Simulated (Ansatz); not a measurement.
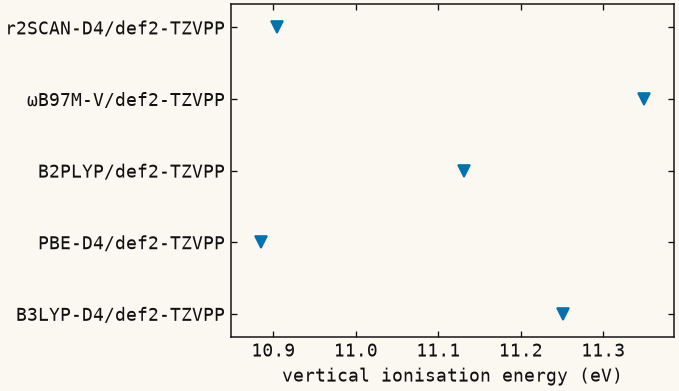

Vertical ionisation energy of C₃H₅N, SMILES [C-]#[N+]CC, taken as the energy of the cation less that of the neutral at fixed geometry (unrestricted doublet cation, cores frozen in correlated methods, no spin-orbit coupling), the Ansatz code, at a PBE0-D4/def2-TZVP geometry (a minimum by its frequencies).

Question: What range do the values span?

Answer: From 10.89 eV (PBE-D4/def2-TZVPP) to 11.35 eV (ωB97M-V/def2-TZVPP).

Question: Give the values.

Answer:
```csv
level,eV
r2SCAN-D4/def2-TZVPP,10.90
ωB97M-V/def2-TZVPP,11.35
B2PLYP/def2-TZVPP,11.13
PBE-D4/def2-TZVPP,10.89
B3LYP-D4/def2-TZVPP,11.25
```
